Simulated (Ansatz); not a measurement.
**Cl$_{2}$HInO···HCl: density, localisation and related maps**

```yaml
atoms:
  - { symbol: In, position_ang: [-1.0559, 0.4827, -0.1793] }
  - { symbol: Cl, position_ang: [1.4001, -2.3049, 0.2122] }
  - { symbol: Cl, position_ang: [-2.1096, -0.0354, -2.1832] }
  - { symbol: Cl, position_ang: [-2.2005, 0.5836, 1.8475] }
  - { symbol: H, position_ang: [1.8340, -1.1071, -0.0693] }
  - { symbol: O, position_ang: [0.9248, 0.9647, -0.2049] }
  - { symbol: H, position_ang: [1.2069, 1.4163, 0.5768] }
```

Core potentials replace the inner electrons of In; not at a stationary point (largest force 1.2 eV/Å).

The calculation used Ansatz 0.2.0, RHF/def2-SVP.

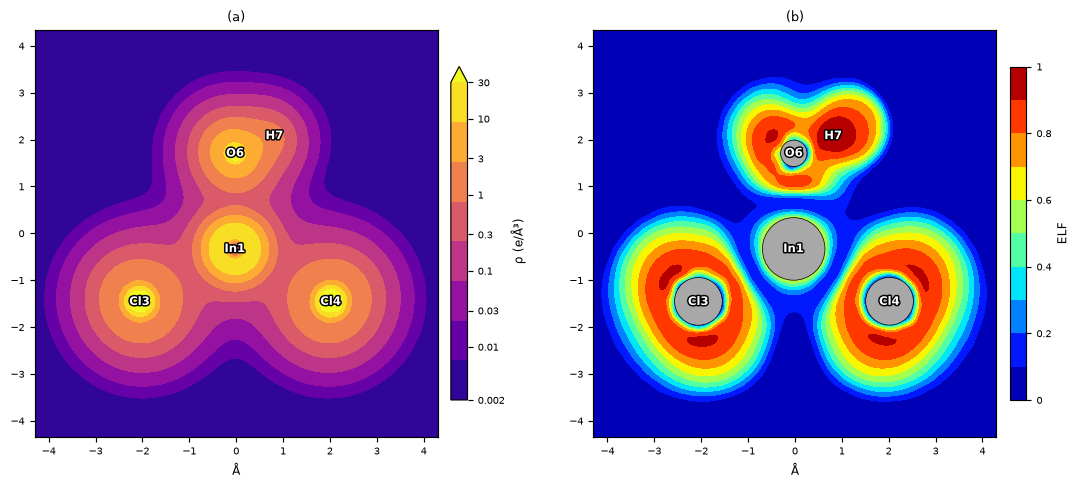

Figure 1. (a) electron density; (b) ELF on the plane of atoms Cl4, In1 and O6. Grey discs cover the atomic cores in the ELF map.

**Interpret the plot.**

The plane passes through In, Cl, O and H nuclei.
In–O (2.04 Å): ρ at the midpoint is about 0.64 e/Å³; the ELF peaks at about 0.90 in the valence shell of O, 0.6 Å from its nucleus, and drops to about 0.10 between the two atoms.
In–Cl (2.32 Å): the density is about 0.53 e/Å³ at the midpoint; the ELF peaks at about 0.85 in the valence shell of Cl, 0.8 Å from its nucleus, and drops to about 0.15 between the two atoms.
O–H (0.95 Å): ρ is about 3.8 e/Å³ halfway; the ELF climbs to about 1 towards the hydrogen, as it does in any bond to H (an ordinary covalent bond to hydrogen).
The ELF also peaks beside Cl3, Cl4 and O6, away from the bonds: lone-pair regions.

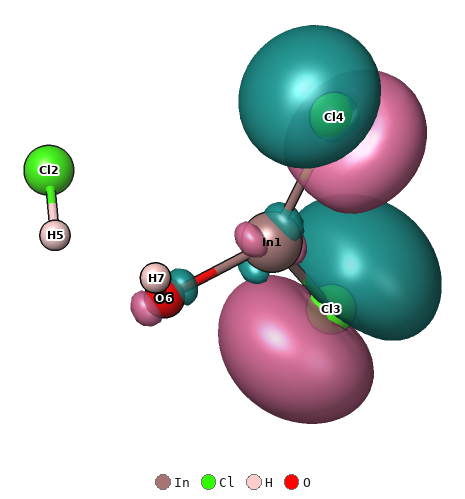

Figure 2. The HOMO at ±0.08 Å⁻³ᐟ² (teal and pink are the two phases), seen from one side.

**What is the character of this orbital?**

It lies mainly on Cl3 (about 60 %), Cl4 (about 30 %) and In1 (about 5 %). Its energy is −12.57 eV.

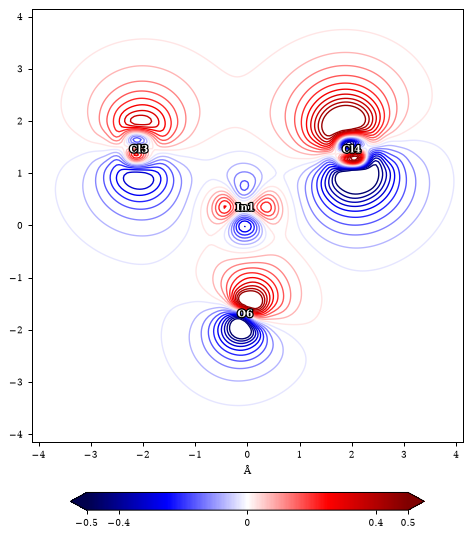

Figure 3. The HOMO−1 on the plane of atoms Cl3, In1 and O6 (values in Å⁻³ᐟ²; the overall sign is arbitrary).

**Describe this orbital and give its energy.**

It lies mainly on Cl4 (about 60 %), Cl3 (about 20 %), O6 (about 15 %) and In1 (about 5 %). Its energy is −12.65 eV.
